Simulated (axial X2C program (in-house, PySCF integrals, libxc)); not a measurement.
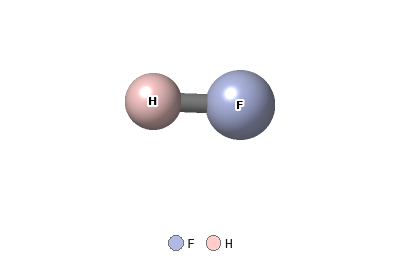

**Figure 1.** The molecule at the reference distance of 0.919 Å.

FH: relativistic diatomic calculation

- system: FH, single determinant with M_S = 0 and |Λ| = 0.
- method: PBEsol, spin-free X2C-1e, F dyall-av3z, H dyall-v3z (cores contracted) (axial X2C program (in-house, PySCF integrals, libxc))

## The input
```
{"zs": [9, 1], "q": 0, "bas": ["dyall-av3z", "dyall-v3z"], "levels": ["PBE0", "HF", "PBEsol"], "cc": true, "r0": 0.96, "thr": -2.0, "nmax": 90, "npts": 10, "nst": 2, "ntry": 6}
```

The line is the task of a batch: nuclear charges, charge, bases, the levels to run, a first guess of the distance and further settings. This report covers PBEsol without spin-orbit coupling. The log is that of the reference distance 0.919 Å.

Launched within a batch (the task file carries these settings):
```bash
python <driver script> task.json out
```

## Log
```
spin-free X2C-1e  PBEsol
basis functions 71  fitting functions 369  grid points 4337
iter        total energy     max residual
   1       -100.188949091     4.56e-02
   2       -100.189754852     9.82e-03
   3       -100.189024409     1.52e-02
   4       -100.190301522     4.58e-04
   5       -100.190302551     5.36e-05
   6       -100.190302561     1.15e-05
   7       -100.190302561     8.35e-08
converged
one-electron -150.48295414  Coulomb 55.53012253  exact exchange 0.00000000  xc functional -10.41983755  nuclear repulsion 5.18236659
```

## The points of the curve

```
R (Å)  E (hartree)  dipole (D; origin at the first atom, positive when the second is positive)  highest filled (eV)  lowest empty (eV)
0.799  −100.165180                                                                        1.60                −9.88              −0.14
0.836  −100.178502                                                                        1.65                −9.78              −0.27
0.864  −100.184823                                                                        1.70                −9.71              −0.37
0.891  −100.188598                                                                        1.74                −9.65              −0.49
0.919  −100.190303                                                                        1.78                −9.58              −0.63
0.951  −100.190145                                                                        1.83                −9.50              −0.80
0.983  −100.188144                                                                        1.87                −9.43              −1.00
1.025  −100.183468                                                                        1.94                −9.34              −1.28
1.075  −100.175431                                                                        2.01                −9.24              −1.66
1.149  −100.160791                                                                        2.13                −9.10              −2.26
```

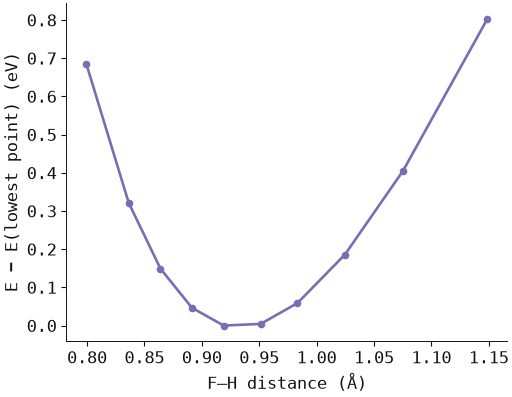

**Figure 2.** Energy at 10 bond lengths, for one set of occupations held fixed; the line joins the points. A polynomial of degree 6 through 9 points gives rₑ = 0.932 Å, ωₑ = 3971 cm⁻¹, ωₑxₑ = 86 cm⁻¹ and Bₑ = 20.26 cm⁻¹. The minimum lies 6.45 eV below F + H, each computed as one determinant at the same level.

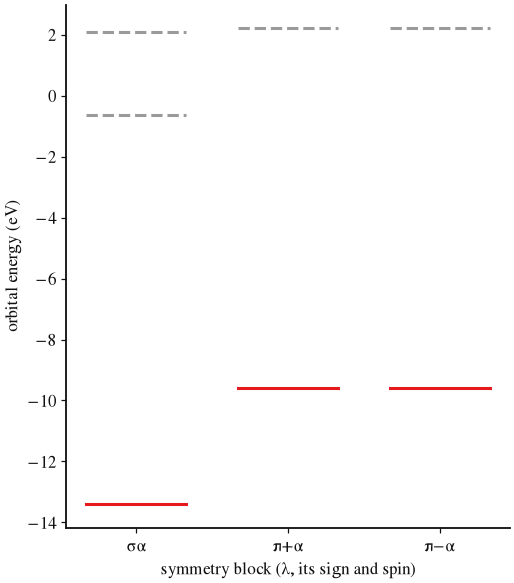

**Figure 3.** Orbital energies near the frontier at 0.92 Å, filled (solid) and empty (dashed); a label such as π−α means λ = −1 and α spin, and the β levels equal the α ones. The highest filled orbital (π−α; 91 % F p, 6 % H p) lies at −9.58 eV, the lowest empty one (σα; 64 % H s, 14 % F s) at −0.63 eV.

## Results in brief

| quantity | value |
| --- | --- |
| outcome | converged |
| bond length rₑ | 0.932 Å |
| ωₑ | 3971 cm⁻¹ |
| energy at the minimum | −100.19049 hartree |
| depth below the fragments | 6.45 eV |
| hardware | 1 CPU thread, shared host |
| wall time | 0.69 s |
